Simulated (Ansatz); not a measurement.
## Electronic structure of Ga₄SbN₃ in real space

```
CELL_PARAMETERS angstrom
3.19265 0.00000 0.00000
0.00000 7.56284 0.00000
0.00000 0.00000 4.82929
ATOMIC_POSITIONS crystal
N 0.00000 0.20200 0.01411
Ga 0.50000 0.18953 0.78914
N 0.50000 0.00000 0.51369
Ga 0.00000 0.00000 0.27574
N 0.00000 0.79800 0.01411
Ga 0.50000 0.81047 0.78914
Sb 0.50000 0.50000 0.53485
Ga 0.00000 0.50000 0.06922
```

Space group Pmm2; started from the ordered alloy on zincblende lattice prototype, which need not be the ambient phase; computed pressure about 4 GPa in this cell.

The calculation used Ansatz 0.2.0, DFT, PBE, plane waves, PAW.

Core electrons are frozen (PAW), and the valence fields are smoothed inside the atomic spheres.

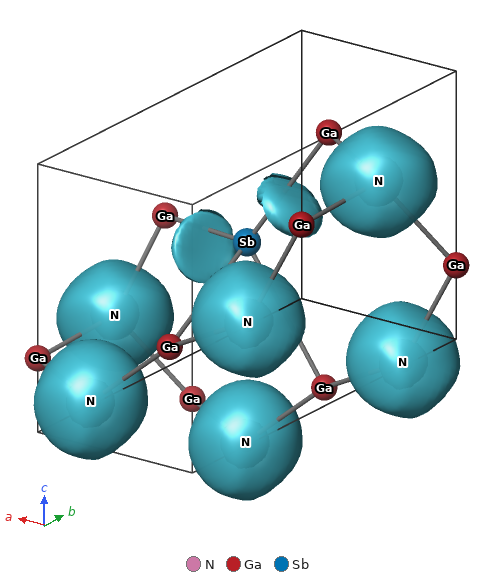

Figure 1. Isosurface of the electron localisation function at 0.65 (cyan), seen at an oblique angle. Only the valence region is drawn (cores and ρ < 0.01 e/Å³ removed). Sticks mark near contacts.

**What do the ELF domains correspond to?**

The surface consists of three regions wrapped around N (the valence shell of each) and two pockets between the atoms, centred on no nucleus (multi-centre or interstitial), counted in one cell of 8 atoms. Regions shared between cells count once.


Ga–N (1.93 Å): the ELF peaks at about 0.85 in the valence shell of N, 0.7 Å from its nucleus, and is about 0.50 at the midpoint. Ga–Sb (2.65 Å): the ELF peaks at about 0.70 between the atoms.

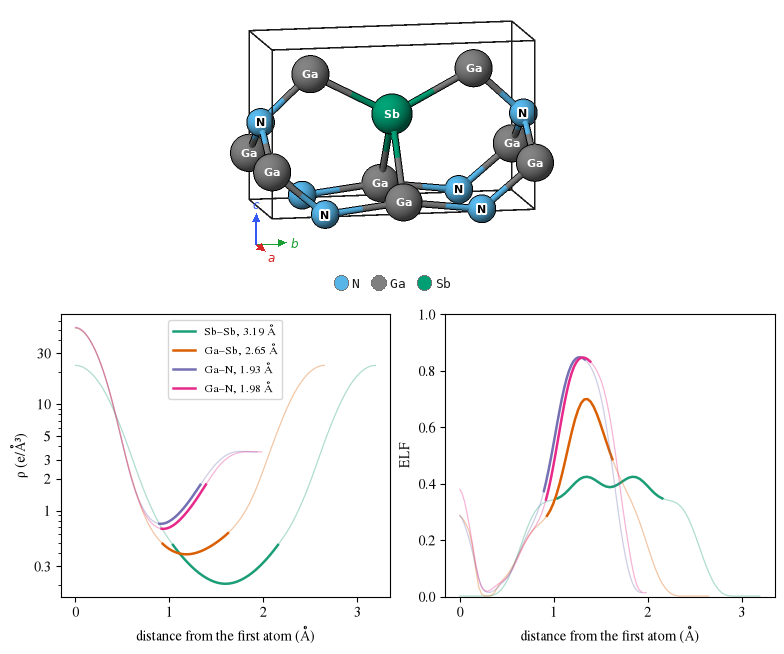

Figure 2. Valence charge density (pseudo) and electron localisation function along straight lines between neighbouring atoms. Thin, pale parts lie inside the atomic spheres. The structure is drawn too.

**Compare the contacts.**

Sb–Sb (3.19 Å): ρ is about 0.21 e/Å³ halfway; the ELF is about 0.40 at the midpoint.
Ga–Sb (2.65 Å): the density is about 0.41 e/Å³ at the midpoint; the ELF peaks at about 0.70 between the atoms.
Ga–N (1.93 Å): ρ at the midpoint is about 0.77 e/Å³; the ELF peaks at about 0.85 in the valence shell of N, 0.7 Å from its nucleus, and is about 0.50 at the midpoint.
Ga–N (1.98 Å): ρ is about 0.69 e/Å³ halfway; the ELF peaks at about 0.85 in the valence shell of N, 0.7 Å from its nucleus, and is about 0.45 at the midpoint.
